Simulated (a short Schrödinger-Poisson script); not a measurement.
System: gated In0.52Al0.48As/In0.53Ga0.47As δ-doped gas in a quantum well, at 20 K.

```
layer        material  thickness (nm)  Na (cm⁻³)
-----  --------------  --------------  ---------
1      In0.52Al0.48As              30          -
2      In0.52Al0.48As               5          -
3      In0.53Ga0.47As               8          -
4      In0.52Al0.48As            4000       2e15
```

Constants are typed, rounded textbook-type inputs, not results; the design itself was drawn at random and stands for no fabricated device. In0.52Al0.48As: permittivity 12.5, conduction-band edge (eV) 0.52, gap (eV) 1.45, electron mass (mₑ) 0.075, Nv at 300 K (cm⁻³) 1.1e19. In0.53Ga0.47As: permittivity 13.9, conduction-band edge (eV) 0, gap (eV) 0.74, Nv at 300 K (cm⁻³) 7.7e18.

Channel valleys (confinement mass, in-plane density-of-states mass, number): Γ 0.041, 0.041, 1. At the gate the conduction-band edge of layer 1 lies 0.65 eV − eVg above the Fermi level of the channel; the field vanishes at the back. Sheet of ionised δ-doping: +2.3e12 e/cm² at 30 nm from the gate. The barrier under the gate holds no holes. Gaps are held at their typed values at every temperature. Mesh 0.08 nm at interfaces.

From a short Schrödinger-Poisson script (our own, NumPy): 1D Poisson equation in equilibrium, electrons quantum, Hartree plus LDA exchange-correlation (BenDaniel-Duke, 40 states a valley, the channel's in-plane mass for all, wave functions free to enter the barrier), parabolic valleys, classical holes, full ionisation, no traps, pinning or gate leakage.

Only gate voltages with over 1e8 electrons/cm² are shown.

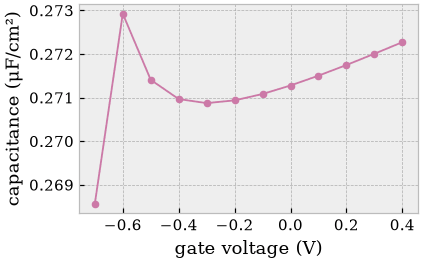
Quasi-static capacitance against gate voltage

```
Vg (V)  electrons (cm⁻²)  in the channel layer  C (μF/cm²)  Γ E0 (meV)  Γ E1 (meV)
------  ----------------  --------------------  ----------  ----------  ----------
0.4              1.88e12               1.80e12       0.272      -109.9        93.3
0.3              1.71e12               1.64e12       0.272      -100.0       103.7
0.2              1.54e12               1.48e12       0.272       -90.1       113.9
0.1              1.37e12               1.32e12       0.272       -80.3       124.2
0                1.21e12               1.16e12       0.271       -70.4       134.5
-0.1             1.04e12               9.95e11       0.271       -60.6       144.8
-0.2             8.68e11               8.34e11       0.271       -50.7       155.0
-0.3             7.00e11               6.73e11       0.271       -40.9       165.3
-0.4             5.31e11               5.11e11       0.271       -31.0       175.6
-0.5             3.63e11               3.49e11       0.271       -21.2       186.0
-0.6             1.93e11               1.86e11       0.273       -11.3       196.3
-0.7             2.27e10               2.19e10       0.269        -0.3       207.5
```

Subbands count from the Fermi level.
